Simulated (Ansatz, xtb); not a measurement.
**Loss of CH4: GaH(CH3)F → GaF + CH4**

Species: GaH(CH3)F, singlet; GaF, singlet; CH4 (methane) `C`, singlet. 

Shapes, held fixed at every level: PBE0-D4/def2-TZVP. Programs: Ansatz 0.2.0, xtb 6.7.1. Electronic energies: no zero-point or thermal term.

| level | kind | ΔE (kJ/mol) | less CCSD(T)/def2-TZVPP |
| --- | --- | --- | --- |
| GFN2-xTB | semi-empirical | -154.1 | -133.5 |
| SPW92/def2-TZVPP | LDA | -6.7 | +13.9 |
| PBE-D4/def2-TZVPP | GGA | -37.4 | -16.8 |
| BHLYP-D4/def2-TZVPP | global hybrid | -37.4 | -16.8 |
| PBE0-D4/def2-TZVPP | global hybrid | -25.5 | -4.9 |
| r2SCAN0-D4/def2-TZVPP | global hybrid | -16.3 | +4.3 |
| CCSD/def2-SVP | coupled cluster or CI | -32.6 | -12.0 |
| CCSD(T)/def2-TZVPP | coupled cluster or CI | -20.6 | 0.0 |

The highest level, CCSD(T)/def2-TZVPP, gives ΔE = -20.6 kJ/mol; the levels span -154.1 to -6.7. GFN2-xTB strays far from the other rows. The column of differences is taken from that level and isn't an error. No measured value is set beside it here. Relativity is left out for Ga unless named. Correlated rows may include outer-core shells of Ga, which these sets cover unevenly.

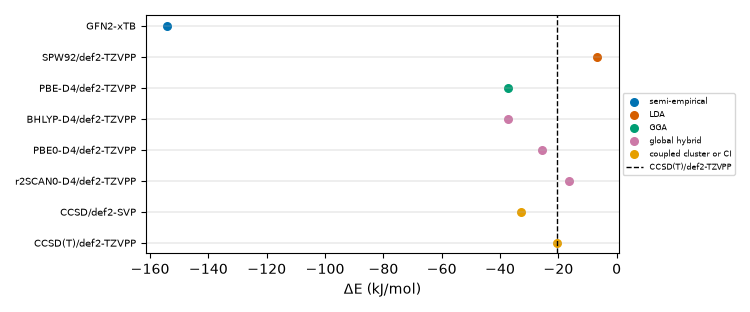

The values of the table, level by level.
